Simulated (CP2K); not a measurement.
**Two attempts at SnN4H8 (SMILES [NH2][Sn]([NH2])([NH2])[NH2])**

Wanted: energy and forces of SnN4H8, AM1.

The calculation is run with CP2K 2026.2.

1 further run of the same task is left out (set aside as unsound or not needed).

## 1. The system as given

SnN4H8 has 13 atoms, charge 0, and is taken as a singlet. As SMILES, `[NH2][Sn]([NH2])([NH2])[NH2]`. All atoms were displaced at random from a relaxed shape.

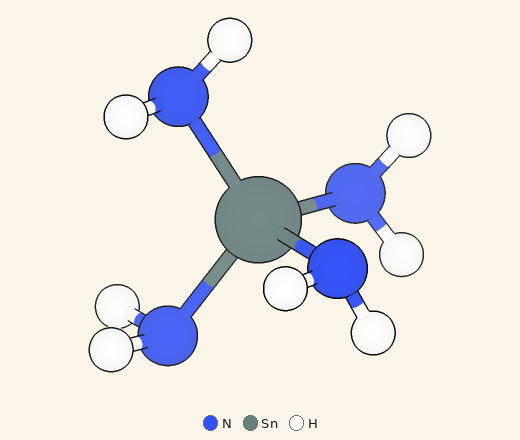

Viewed from a chosen angle; nitrogen blue, tin teal, hydrogen white.

## 2. Try one

Contents of job.inp:

```
&GLOBAL
    PROJECT job
    RUN_TYPE ENERGY_FORCE
    PRINT_LEVEL MEDIUM
&END GLOBAL

&FORCE_EVAL
    METHOD Quickstep
    &DFT
        &QS
            METHOD AM1
            EPS_DEFAULT 1.0E-10
            &SE
                &COULOMB
                    CUTOFF [angstrom] 50
                    RC_RANGE [angstrom] 0
                &END COULOMB
                &EXCHANGE
                    CUTOFF [angstrom] 50
                    RC_RANGE [angstrom] 0
                &END EXCHANGE
            &END SE
        &END QS
        # no periodic images
        &POISSON
            PERIODIC NONE
            POISSON_SOLVER ANALYTIC
        &END POISSON
        # SCF settings
        &SCF
            SCF_GUESS ATOMIC
            EPS_SCF 1.0E-07
            MAX_SCF 50
            &OT
                MINIMIZER CG
                PRECONDITIONER FULL_SINGLE_INVERSE
            &END OT
            &OUTER_SCF
                EPS_SCF 1.0E-07
                MAX_SCF 2
            &END OUTER_SCF
        &END SCF
        &PRINT
            &MOMENTS
                PERIODIC F
                REFERENCE COM
                MAX_MOMENT 1
            &END MOMENTS
            &MO_CUBES
                NLUMO 3
                NHOMO -1
                WRITE_CUBE F
            &END MO_CUBES
            &HIRSHFELD OFF
            &END HIRSHFELD
        &END PRINT
    &END DFT
    &SUBSYS
        &CELL
            ABC 18.2 18 18.3
            PERIODIC NONE
        &END CELL
        &COORD
            N     -4.002440     0.511360     0.000756
            Sn    -0.253790     0.023622     0.142863
            N      0.442196    -3.209511     2.138225
            N      1.307313    -0.316340    -3.470293
            N      1.444696     3.054742     1.861947
            H     -4.380763     2.231767    -1.135158
            H     -4.796125    -0.924832    -1.015161
            H      2.541493    -3.344626     2.244428
            H     -0.118675    -2.856699     4.086155
            H      3.098017    -0.720364    -3.233321
            H      0.316529    -1.950953    -4.194814
            H      3.421916     2.748607     1.887458
            H      1.018373     4.687655     0.715072
        &END COORD
        &TOPOLOGY
            &CENTER_COORDINATES
            &END CENTER_COORDINATES
        &END TOPOLOGY
    &END SUBSYS
    # extra output
    &PRINT
        &FORCES ON
        &END FORCES
    &END PRINT
&END FORCE_EVAL
```

Started as:

```sh
$ OMP_NUM_THREADS=1 cp2k.psmp -i job.inp -o job.out
```

Standard output:

```text
CP2K| version string:                                       CP2K version 2026.2
[...]
 GLOBAL| Method name                                                        CP2K
[...]
 GLOBAL| Run type                                                   ENERGY_FORCE
[...]
                             - Atoms:                                         13
[...]
                             - Spherical basis functions:                     28
[...]
 Number of electrons:                                                         32
[...]
     1 OT CG       0.80E-01    0.0     0.23362976       -32.0112475644 -3.20E+01
[...]
    38 OT CG       0.13E+00    0.0     0.00000008       -35.2779873665 -2.98E-13
  *** SCF run converged in    38 steps ***
  Core-core repulsion energy [eV]:                           1273.70385561116223
  Core Hamiltonian energy [eV]:                             -1534.53303945272023
  Two-electron integral energy [eV]:                        -1398.26734414867087
  Electronic energy [eV]:                                   -2233.66671152705567
  Total energy [eV]:                                         -959.96285591589333
  Atomic reference energy [eV]:                              1022.29745468186104
  Heat of formation [kcal/mol]:                              1437.47011031531952
[...]
 SE_DIPOLE| Moment [Debye]          0.57324188      -0.09768618       0.67614414
 SE_DIPOLE| Derivative [a.u.]       0.00000000       0.00000000       0.00000000
 *** WARNING in qs_scf_post_se.F:140 :: Printing of MO cube files not ***
 *** implemented for Semi-Empirical method.                           ***
 ENERGY| Total FORCE_EVAL ( QS ) energy [hartree]            -35.277987366475244
 FORCES| Atomic forces [hartree/bohr]
 FORCES|   Atom     x               y               z               |f|
 FORCES|      1 -3.42074156E-02 -1.84154818E-02 -8.43959406E-02   9.29082991E-02
 FORCES|      2 -2.84475376E-03  1.37150613E-03  1.35288377E-03   3.43568734E-03
 FORCES|      3  4.15993063E-02  2.38236739E-02  7.20197162E-02   8.65153700E-02
 FORCES|      4  5.79036813E-02 -7.59680618E-02  1.94746663E-03   9.55393916E-02
 FORCES|      5  5.92542527E-02  3.43932586E-02 -4.85764422E-02   8.39859122E-02
 FORCES|      6  1.40872328E-02 -5.97011870E-02  3.64409662E-02   7.13486221E-02
 FORCES|      7  4.13828979E-02  7.49242116E-02  4.98507284E-02   9.90518897E-02
 FORCES|      8 -6.82643124E-02  5.10288414E-03 -3.19612890E-03   6.85293442E-02
 FORCES|      9  2.31630689E-02 -1.37527338E-02 -7.86218421E-02   8.31087210E-02
 FORCES|     10 -1.02810253E-01  1.97499566E-02 -1.43071214E-02   1.05663157E-01
 FORCES|     11  3.85442680E-02  5.77978902E-02  2.68909374E-02   7.44941556E-02
 FORCES|     12 -8.64178726E-02  1.46431930E-02 -3.08033474E-03   8.77038213E-02
 FORCES|     13  1.86098998E-02 -6.39691097E-02  4.36751114E-02   7.96610992E-02
[...]
```

Run time: 2.3 s. Hardware: 1 thread of Arm Neoverse N1, shared host; peak memory 0.14 GiB.

## 3. What went wrong

The program ended normally, but the settings are unsound, so its numbers aren't properties of the molecule.

The fault: numbers in bohr are read as ångström, which stretches the molecule by 1.89. As the program read them, the closest atoms are 1.85 Å apart, against 0.98 Å in the sound input.

## 4. Second attempt

Contents of molecule.xyz:

```xyz
13

N     -2.108473     0.275575    -0.005393
Sn    -0.151683     0.052368     0.115194
N      0.246581    -1.680104     1.096488
N      0.665426    -0.163184    -1.848442
N      0.721726     1.618435     1.002603
H     -2.346269     1.155279    -0.602260
H     -2.555379    -0.487414    -0.543050
H      1.356661    -1.797396     1.192115
H     -0.051201    -1.518299     2.182355
H      1.607121    -0.385859    -1.713982
H      0.198874    -1.004175    -2.205156
H      1.829629     1.431102     1.020442
H      0.537900     2.486438     0.398926
```

Contents of mol.inp:

```
&FORCE_EVAL
    METHOD Quickstep
    &DFT
        CHARGE 0
        MULTIPLICITY 1
        # Quickstep
        &QS
            METHOD AM1
            EPS_DEFAULT 1.0E-10
            &SE
                &COULOMB
                    CUTOFF [angstrom] 50
                    RC_RANGE [angstrom] 0
                &END COULOMB
                &EXCHANGE
                    CUTOFF [angstrom] 50
                    RC_RANGE [angstrom] 0
                &END EXCHANGE
            &END SE
        &END QS
        # no periodic images
        &POISSON
            PERIODIC NONE
            POISSON_SOLVER ANALYTIC
        &END POISSON
        # SCF settings
        &SCF
            SCF_GUESS ATOMIC
            EPS_SCF 1.0E-07
            MAX_SCF 30
            &OT ON
                MINIMIZER CG
                PRECONDITIONER FULL_SINGLE_INVERSE
            &END OT
            &OUTER_SCF
                EPS_SCF 1.0E-07
                MAX_SCF 8
            &END OUTER_SCF
        &END SCF
        # extra output
        &PRINT
            &MOMENTS
                PERIODIC F
                REFERENCE COM
                MAX_MOMENT 1
            &END MOMENTS
            &MO_CUBES
                NLUMO 3
                NHOMO -1
                WRITE_CUBE F
            &END MO_CUBES
            &HIRSHFELD OFF
            &END HIRSHFELD
        &END PRINT
    &END DFT
    &SUBSYS
        &CELL
            ABC [angstrom] 14.4 14.3 14.4
            PERIODIC NONE
        &END CELL
        &TOPOLOGY
            COORD_FILE_NAME molecule.xyz
            COORD_FILE_FORMAT XYZ
            &CENTER_COORDINATES
            &END CENTER_COORDINATES
        &END TOPOLOGY
    &END SUBSYS
    # extra output
    &PRINT
        &FORCES ON
        &END FORCES
    &END PRINT
&END FORCE_EVAL

&GLOBAL
    PROJECT mol
    RUN_TYPE ENERGY_FORCE
    PRINT_LEVEL MEDIUM
&END GLOBAL
```

Started as:

```sh
$ OMP_NUM_THREADS=1 cp2k.psmp mol.inp > mol.out
```

Standard output:

```text
CP2K| version string:                                       CP2K version 2026.2
[...]
 GLOBAL| Method name                                                        CP2K
[...]
 GLOBAL| Run type                                                   ENERGY_FORCE
[...]
                             - Atoms:                                         13
[...]
                             - Spherical basis functions:                     28
[...]
 Number of electrons:                                                         32
[...]
     1 OT CG       0.80E-01    0.0     0.27125044       -31.1447096890 -3.11E+01
[...]
    18 OT CG       0.24E+00    0.0     0.00000005       -37.4463023182 -1.63E-12
  *** SCF run converged in    18 steps ***
  Core-core repulsion energy [eV]:                           2252.19994119043940
  Core Hamiltonian energy [eV]:                             -1666.87146092844273
  Two-electron integral energy [eV]:                        -3208.58837330351844
  Electronic energy [eV]:                                   -3271.16564758020195
  Total energy [eV]:                                        -1018.96570638976243
  Atomic reference energy [eV]:                              1022.29745468186104
  Heat of formation [kcal/mol]:                                76.83194694116733
[...]
 SE_DIPOLE| Moment [Debye]         -1.61031021       0.05093363       0.60858802
 SE_DIPOLE| Derivative [a.u.]       0.00000000       0.00000000       0.00000000
 *** WARNING in qs_scf_post_se.F:140 :: Printing of MO cube files not ***
 *** implemented for Semi-Empirical method.                           ***
 ENERGY| Total FORCE_EVAL ( QS ) energy [hartree]            -37.446302318221100
 FORCES| Atomic forces [hartree/bohr]
 FORCES|   Atom     x               y               z               |f|
 FORCES|      1 -4.39993081E-02  2.95773466E-02 -6.72287131E-02   8.56180962E-02
 FORCES|      2  1.51435635E-02 -9.87722490E-03 -1.88036098E-02   2.60856825E-02
 FORCES|      3  6.05433394E-02  8.65812254E-03  9.32633643E-02   1.11528087E-01
 FORCES|      4 -3.17364758E-02 -2.30226793E-02  2.08885467E-02   4.44249822E-02
 FORCES|      5  7.00577854E-02  3.38579431E-02 -3.31112573E-02   8.45624560E-02
 FORCES|      6  1.20728796E-02 -4.48229960E-02  3.97329432E-02   6.11028818E-02
 FORCES|      7  1.20921270E-02  1.87450174E-02  2.33770077E-02   3.23122222E-02
 FORCES|      8 -7.56223548E-02  4.69032039E-03 -9.59292887E-03   7.63725339E-02
 FORCES|      9  1.71426082E-02 -1.61490201E-02 -7.86068772E-02   8.20591312E-02
 FORCES|     10  1.49103745E-02 -6.87844514E-04 -5.83160883E-03   1.60249824E-02
 FORCES|     11  1.21142093E-02  2.09681077E-02 -1.26137041E-04   2.42163482E-02
 FORCES|     12 -7.75573597E-02  1.96160458E-02 -3.39991861E-04   8.00003056E-02
 FORCES|     13  1.48386116E-02 -4.15531387E-02  3.63792620E-02   5.71865232E-02
[...]
```

Run time: 1.1 s. Hardware: 1 thread of Arm Neoverse N1, shared host; peak memory 0.14 GiB.

## 5. Summary of results

At AM1:

| quantity | value |
| --- | --- |
| total energy | -37.44630 Eh |
| dipole moment | 1.72 D |
| heat of formation at this unrelaxed shape | 76.8 kcal/mol |
| largest force on an atom | 5.735 eV/Å |

What this shows: The first attempt's energy was +59.003 eV off this one.
